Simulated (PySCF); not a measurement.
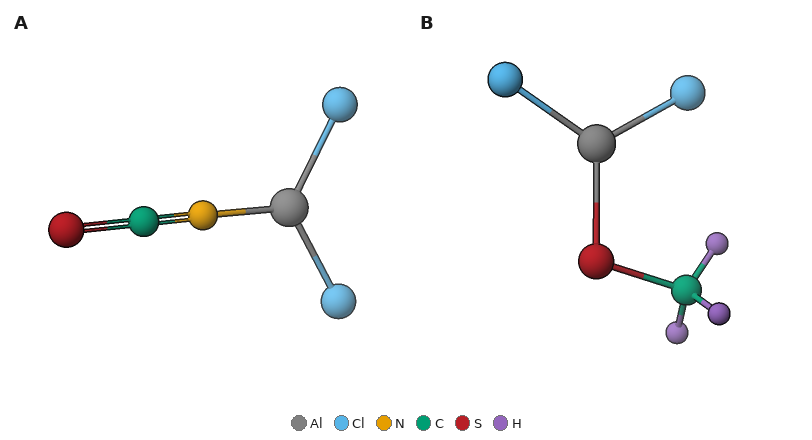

Two related species, optimised with PBE0-D3(BJ)/def2-SVP; properties computed with PySCF 2.14.0. Both: charge 0, singlet.

Question. What are A and B?

Answer. A is AlCl2(NCS), B is AlCl2(SMe).

Compare them. With B3LYP/pcSseg-1 (pcSseg-2 on Al): dipole moment (D), HOMO–LUMO gap (eV), HOMO energy (Kohn–Sham orbital) (eV), shielding of C (ppm). With PBE0/pcSseg-1 (pcSseg-2 on Al): Hirshfeld charge of C (e), IAO charge of C (e). With ωB97X-D/def2-SVPD: lowest vertical singlet excitation (eV), mean static polarisability (bohr³). With PBE0-D3(BJ)/def2-SVP: mean C–S length (Å).

```csv
quantity,A,B
dipole moment (D),0.43,2.11
HOMO–LUMO gap (eV),5.58,6.20
HOMO energy (Kohn–Sham orbital) (eV),−7.61,−7.44
shielding of C (ppm),26.7,165.6
Hirshfeld charge of C (e),0.10,−0.11
IAO charge of C (e),0.10,−0.48
lowest vertical singlet excitation (eV),4.65,5.51
mean static polarisability (bohr³),91.8,83.4
mean C–S length (Å),1.570,1.831
```

Each is one conformer, and no frequency run is at hand to confirm it as a minimum.
